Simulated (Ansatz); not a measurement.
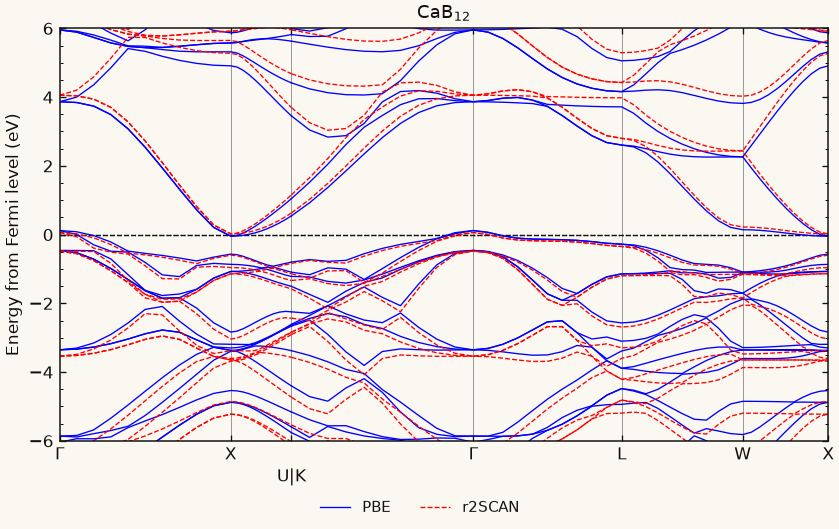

Band structures of CaB12, space group Fm-3m (No. 225), 13 atoms in the cell, by two methods on the same cell. Each is counted from its own Fermi level.

### What changes from one method to the other?

Both give a metal. The 7 bands that come within 1 eV of the Fermi level differ by 0.10 eV on average and by 0.25 eV at most (between K and Γ).

Settings. PBE: DFT PBE, scalar-relativistic, plane waves, PAW, no spin polarisation, 10×10×10 k mesh, 420 eV cutoff (Ansatz). r2SCAN: DFT r2SCAN, scalar-relativistic, plane waves, PAW, no spin polarisation, 10×10×10 k mesh, 500 eV cutoff (Ansatz).

The structure is an invented one, so it need not be a known or stable phase.
